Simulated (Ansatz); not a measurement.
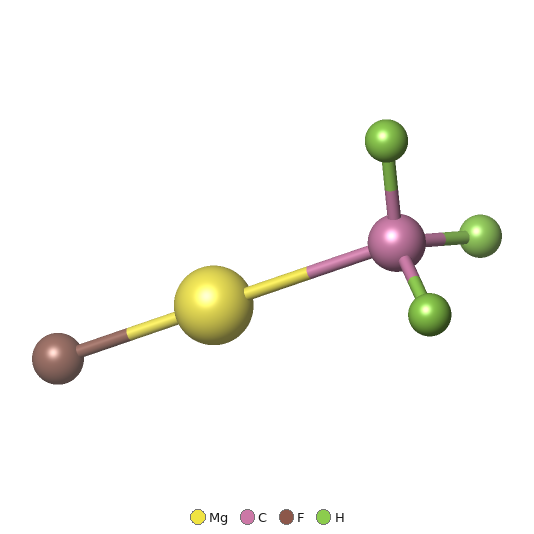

Rendered structure (ball-and-stick style). Every bond is drawn as one stick, whatever its order.

The geometry was computed by an optimisation with PBE0-D4/def2-TZVP.

Description:

It has 6 atoms: 1 carbon, 3 hydrogen, 1 fluorine and 1 magnesium (CH₃FMg). Coordination: 1 Mg linear; 1 C tetrahedral.

More results for the same structure follow; atom numbers are the same in all pictures, views and colours differ.

**Shape**

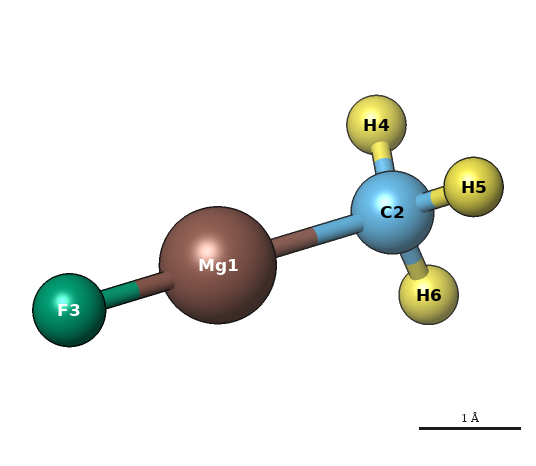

Atoms carry their numbers in the input.

Estimate the angles C2–Mg1–F3, Mg1–C2–H4, H4–C2–H5.

```
    angle  degrees
C2–Mg1–F3    180.0
Mg1–C2–H4    111.5
 H4–C2–H5    107.4
```

**Charges**

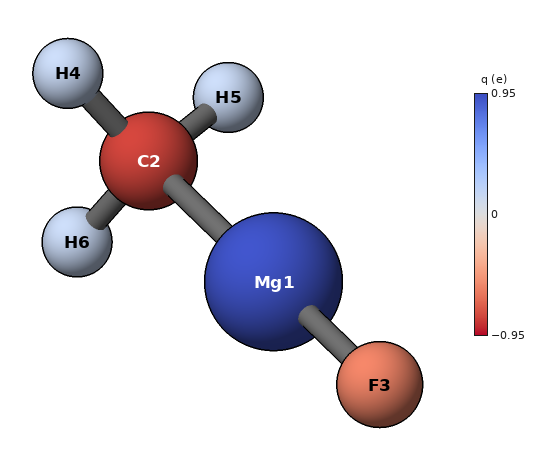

Atoms are coloured by their Mulliken charges. Method: RKS PBE0-D4/def2-TZVP (Ansatz 0.2.0).

> Which atom carries the highest charge (most positive or least negative)?

Mg1 (0.92 e).

> And the lowest?

C2 (−0.80 e).

List the Mulliken charges.

```json
{"atom": "Mg1", "value (e)": "0.92"}
{"atom": "C2", "value (e)": "−0.80"}
{"atom": "F3", "value (e)": "−0.57"}
{"atom": "H4", "value (e)": "0.15"}
{"atom": "H5", "value (e)": "0.15"}
{"atom": "H6", "value (e)": "0.15"}
```

**Electronic properties**

Method: RKS PBE0-D4/def2-TZVPP (Ansatz 0.2.0).

Computed properties:

- HOMO energy (Kohn–Sham orbital): −7.57 eV
- LUMO energy (Kohn–Sham orbital): −1.02 eV
- HOMO–LUMO gap: 6.54 eV

**Dipole moment**

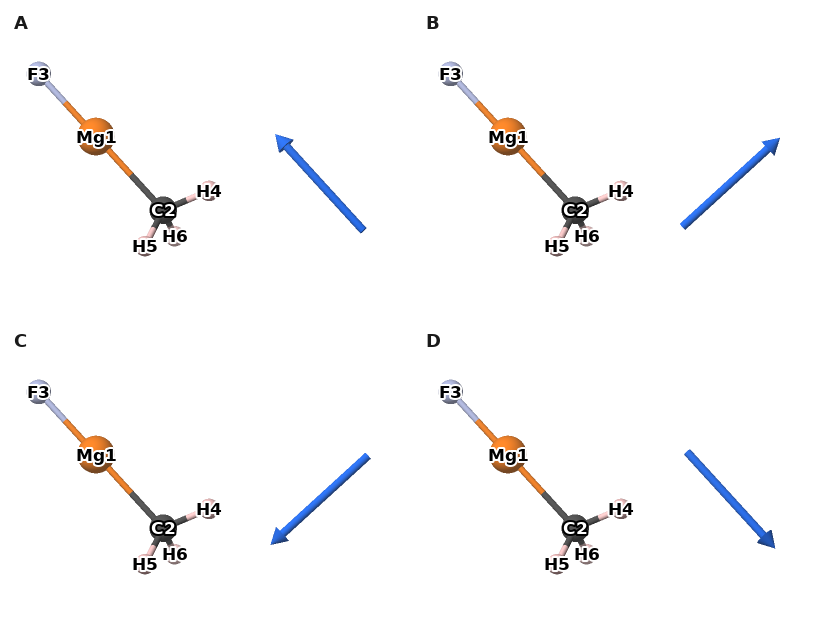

The same molecule four times, each with an arrow. Method: RKS PBE0-D4/def2-TZVP (Ansatz 0.2.0).

> Which arrow points along the dipole moment, from the negative to the positive end?

D. The dipole moment is 2.02 D; it points from the side of F3 to the side of H4, H5, H6 (the outermost atoms at the two ends).

Mulliken values depend strongly on the basis set and can even reverse the polarity of a bond.
